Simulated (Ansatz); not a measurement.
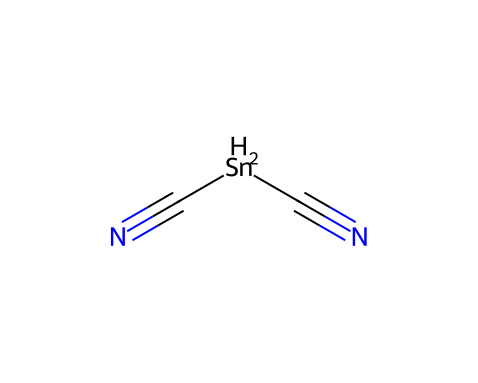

2D structure.

**Transcribe the drawing into SMILES.**

N#[C][SnH2][C]#N

**What is the molecular formula?**

C2H2N2Sn.

**An optimisation with PBE0-D4/def2-TZVP gave a structure of which point group?**

C2v.

More results for the same structure follow; atom numbers are the same in all pictures, views and colours differ. The computed structure is the end point of a PBE0-D4/def2-TZVP optimisation.

## Shape

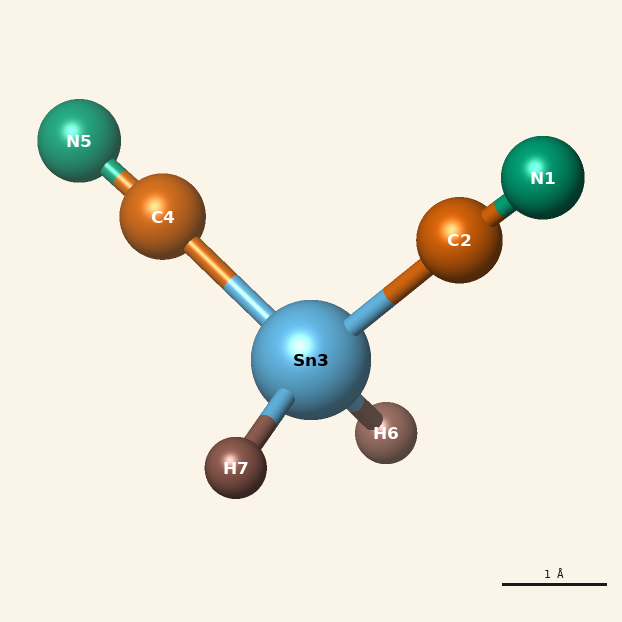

The atoms are numbered.

Give the bond lengths.

```tsv
bond	length (Å)
N1–C2	1.152
C2–Sn3	2.099
Sn3–C4	2.099
Sn3–H6	1.688
Sn3–H7	1.688
C4–N5	1.152
```

## Dipole moment

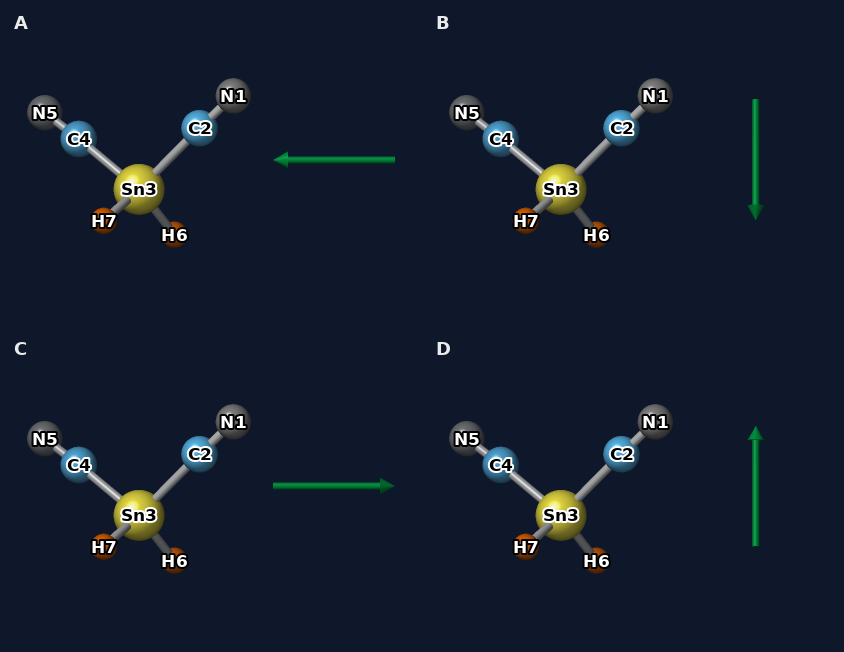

The same molecule four times, each with an arrow. Properties computed with RKS PBE-D4/def2-TZVPP, core potentials on Sn (Ansatz 0.2.0).

**Which arrow points along the dipole moment, from the negative to the positive end?**

B. The dipole moment is 4.56 D; it points from the side of N1, N5 to the side of H6, H7 (the outermost atoms at the two ends).

## Vibrations

Harmonic vibrations computed with RKS PBE0-D4/def2-TZVP, core potentials on Sn (Ansatz 0.2.0) at a stationary point of the same level.

**List the wavenumbers.**

15 modes: 76, 205, 221, 225, 326, 429, 435, 462, 556, 633, 692, 2023, 2031, 2327, 2329 cm⁻¹.

## Electronic properties

Method: RKS BLYP-D4/def2-TZVPP, core potentials on Sn (Ansatz 0.2.0).

What does the calculation give?

- HOMO energy (Kohn–Sham orbital): −8.56 eV
- LUMO energy (Kohn–Sham orbital): −2.04 eV
- HOMO–LUMO gap: 6.52 eV
- dispersion correction: −32.4 kJ/mol
